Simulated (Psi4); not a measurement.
**C2F2 (SMILES FC#CF): SVWN5/cc-pVTZ**

What is the vertical ionisation energy of C2F2 at SVWN5/cc-pVTZ? 

The results are computed with Psi4 1.11.

## (1) The structure to begin with

C2F2 has 4 atoms, charge 0, and is taken as a singlet. As SMILES, `FC#CF`. Geometry: relaxed at PBE0-D4/def2-TZVP.

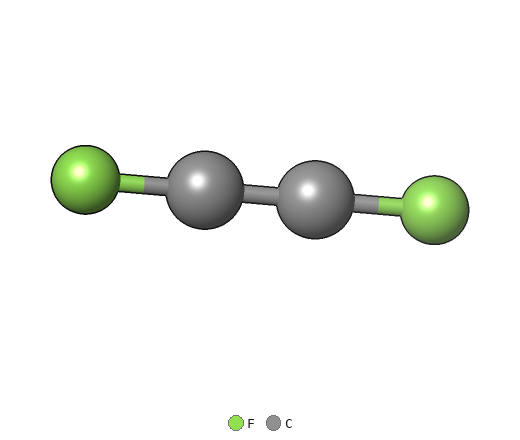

Viewed from a chosen angle; fluorine green, carbon grey.

## (2) Energy and forces at SVWN5/cc-pVTZ

c2f2.xyz reads:

```xyz
4
C2F2
F     -0.136400     0.128000     1.852800
C     -0.033700     0.030200     0.583200
C      0.061400    -0.060400    -0.593400
F      0.164100    -0.158200    -1.863000
```

job.py reads:

```python
import psi4

psi4.set_memory(1600000000)
psi4.set_num_threads(1)
psi4.set_output_file('psi4.out', False)

with open('c2f2.xyz') as f:
    atoms = ''.join(f.readlines()[2:])
molecule = psi4.geometry('0 1\n' + atoms + 'symmetry c1\nno_reorient\nno_com')

psi4.set_options({
    'basis': 'cc-pVTZ',
    'puream': True,
    'e_convergence': 1e-09,
    'd_convergence': 1e-08,
    'scf_type': 'pk',
    'dft_radial_points': 99,
    'dft_spherical_points': 590,
})

result = psi4.gradient("scf", dft_functional={"name": "SVWN5", "x_functionals": {"LDA_X": {}}, "c_functionals": {"LDA_C_VWN": {}}})
print('gradient / Eh bohr^-1')
print(result.np.round(6))
for k, v in sorted(psi4.core.scalar_variables().items()):
    print(f'{k:45s} {v:18.10f}')
```

On the command line:

```console
$ python job.py
```

psi4.out:

```text
[...]
  Running in c1 symmetry.
[...]
  Nuclear repulsion =   95.510996951943412
[...]
  Multiplicity = 1
[...]
  Nalpha       = 15
  Nbeta        = 15
[...]
    Number of basis functions: 120
[...]
   @RKS iter   1:  -273.68662516789635    5.82193e-02   6.00023e-03 ADIIS/DIIS
[...]
   @RKS iter   9:  -273.91554881185141   -8.35598e-12   3.00872e-09 DIIS
[...]
    Orbital Energies [Eh]
    ---------------------
    Doubly Occupied:
       1A    -24.175088     2A    -24.175080     3A     -9.879576
       4A     -9.876914     5A     -1.195313     6A     -1.194149
       7A     -0.712570     8A     -0.593141     9A     -0.567611
      10A     -0.478082    11A     -0.478082    12A     -0.455953
      13A     -0.455953    14A     -0.254491    15A     -0.254491
[...]
  @RKS Final Energy:  -273.91554881185141
   => Energetics <=
    Nuclear Repulsion Energy =             95.5109969519434117
    One-Electron Energy =                -569.1280943481772283
    Two-Electron Energy =                 229.3658272246624392
    DFT Exchange-Correlation Energy =     -29.6642786402800596
    Empirical Dispersion Energy =           0.0000000000000000
    VV10 Nonlocal Energy =                  0.0000000000000000
    Total Energy =                       -273.9155488118514086
[...]
 Multipole Moments:
 ------------------------------------------------------------------------------------
     Multipole            Electronic (a.u.)      Nuclear  (a.u.)        Total (a.u.)
 ------------------------------------------------------------------------------------
 L = 1.  Multiply by 2.5417464519 to convert [e a0] to [Debye]
 Dipole X            :         -0.7851812            0.7851812           -0.0000000
 Dipole Y            :          0.8560459           -0.8560459            0.0000000
 Dipole Z            :          0.2891281           -0.2891281            0.0000000
 Magnitude           :                                                    0.0000000
[...]
  -Total Gradient:
     Atom            X                  Y                   Z
    ------   -----------------  -----------------  -----------------
       1       -0.000210748604     0.000200384704     0.002597453371
       2        0.001730082536    -0.001647158432    -0.021378007965
       3       -0.001730082536     0.001647158431     0.021378007963
       4        0.000210748604    -0.000200384703    -0.002597453369
[...]
```

Standard output:

```text
gradient / Eh bohr^-1
[[-0.000211  0.0002    0.002597]
 [ 0.00173  -0.001647 -0.021378]
 [-0.00173   0.001647  0.021378]
 [ 0.000211 -0.0002   -0.002597]]
CURRENT ENERGY                                   -273.9155488119
CURRENT REFERENCE ENERGY                         -273.9155488119
DD SOLVATION ENERGY                                 0.0000000000
DFT FUNCTIONAL TOTAL ENERGY                      -273.9155488119
DFT TOTAL ENERGY                                 -273.9155488119
DFT VV10 ENERGY                                     0.0000000000
DFT XC ENERGY                                     -29.6642786403
GRID ELECTRONS ALPHA                               14.9999999612
GRID ELECTRONS BETA                                14.9999999612
GRID ELECTRONS TOTAL                               29.9999999223
NUCLEAR REPULSION ENERGY                           95.5109969519
ONE-ELECTRON ENERGY                              -569.1280943482
PCM POLARIZATION ENERGY                             0.0000000000
PE ENERGY                                           0.0000000000
SCF ITERATION ENERGY                             -273.9155488119
SCF ITERATIONS                                      9.0000000000
SCF TOTAL ENERGY                                 -273.9155488119
TWO-ELECTRON ENERGY                               229.3658272247
XC GRID RADIAL POINTS                              99.0000000000
XC GRID SPHERICAL POINTS                          590.0000000000
XC GRID TOTAL POINTS                           223764.0000000000
```

It took 16 s on 1 thread of Intel Xeon 6975P-C (Granite Rapids), shared host; peak memory 0.71 GiB.

## (3) The doublet cation

job.dat reads:

```
memory 1.6 GB

molecule {
  1 2
  F     -0.136400     0.128000     1.852800
  C     -0.033700     0.030200     0.583200
  C      0.061400    -0.060400    -0.593400
  F      0.164100    -0.158200    -1.863000
  units angstrom
  symmetry c1
  no_reorient
  no_com
}

set basis cc-pVTZ
set reference uks
set puream true
set e_convergence 1e-09
set d_convergence 1e-08
set scf_type pk
set dft_radial_points 99
set dft_spherical_points 590
set maxiter 100

energy_value, wavefunction = gradient("scf", dft_functional={"name": "SVWN5", "x_functionals": {"LDA_X": {}}, "c_functionals": {"LDA_C_VWN": {}}}, return_wfn=True)
oeprop(wavefunction, "QUADRUPOLE", "DIPOLE", "LOWDIN_CHARGES")
print_variables()
```

On the command line:

```console
$ psi4 -n 1 job.dat job.out
```

job.out (excerpt; [...] marks lines left out):

```text
[...]
  Running in c1 symmetry.
[...]
  Nuclear repulsion =   95.510996951943412
[...]
  Multiplicity = 2
[...]
  Nalpha       = 15
  Nbeta        = 14
[...]
    Number of basis functions: 120
[...]
   @UKS iter   1:  -273.32613956322064    4.18705e-01   5.48166e-03 DIIS/ADIIS
[...]
   @UKS iter  12:  -273.50393775975004   -1.05729e-11   4.07109e-09 DIIS
[...]
   @S^2 Observed:                7.505997032E-01
[...]
  @UKS Final Energy:  -273.50393775975004
   => Energetics <=
    Nuclear Repulsion Energy =             95.5109969519434117
    One-Electron Energy =                -559.4597955636659208
    Two-Electron Energy =                 219.7000202106864890
    DFT Exchange-Correlation Energy =     -29.2551593587140246
    Empirical Dispersion Energy =           0.0000000000000000
    VV10 Nonlocal Energy =                  0.0000000000000000
    Total Energy =                       -273.5039377597500447
[...]
  -Total Gradient:
     Atom            X                  Y                   Z
    ------   -----------------  -----------------  -----------------
       1       -0.005177831326     0.004930123697     0.063992567002
       2        0.013160851796    -0.012533963627    -0.162723838084
       3       -0.013160851811     0.012533963642     0.162723838273
       4        0.005177831341    -0.004930123711    -0.063992567191
[...]
 Multipole Moments:
 ------------------------------------------------------------------------------------
     Multipole            Electronic (a.u.)      Nuclear  (a.u.)        Total (a.u.)
 ------------------------------------------------------------------------------------
 L = 1.  Multiply by 2.5417464519 to convert [e a0] to [Debye]
 Dipole X            :         -0.7590085            0.7851812            0.0261727
 Dipole Y            :          0.8275111           -0.8560459           -0.0285349
 Dipole Z            :          0.2794905           -0.2891281           -0.0096376
 Magnitude           :                                                    0.0399015
 L = 2.  Multiply by 1.3450342976 to convert [e a0^2] to [Debye ang]
 Quadrupole XX       :        -14.2877109            1.5685468          -12.7191641
 Quadrupole XY       :          1.1103296           -1.4967625           -0.3864329
[...]
```

Run time: 21 s. Hardware: 1 thread of Intel Xeon 6975P-C (Granite Rapids), shared host; peak memory 0.72 GiB.

## (4) What came out

At SVWN5/cc-pVTZ:

| quantity | value |
| --- | --- |
| singlet C2F2: total energy | -273.91555 Eh |
| singlet C2F2: dipole moment | 0.00 D |
| singlet C2F2: HOMO energy | -6.93 eV |
| singlet C2F2: LUMO energy | -0.34 eV |
| singlet C2F2: HOMO–LUMO gap | 6.58 eV |
| singlet C2F2: largest force on an atom | 1.106 eV/Å |
| doublet cation: total energy | -273.50394 Eh |
| doublet cation: HOMO energy (highest over α and β) | -15.54 eV |
| doublet cation: LUMO energy (lowest over α and β) | -15.51 eV |
| doublet cation: ⟨S²⟩ | 0.751 |
| doublet cation: largest force on an atom | 8.420 eV/Å |
| vertical ionisation energy (to the doublet cation) | 11.201 eV |

In words: The vertical ionisation energy comes to 11.20 eV (1081 kJ/mol). The largest force (singlet C2F2) is 1.11 eV/Å: the shape isn't a stationary point for this species at this level. −ε(HOMO) before ionisation, 6.93 eV, is 4.28 eV below this ionisation energy.
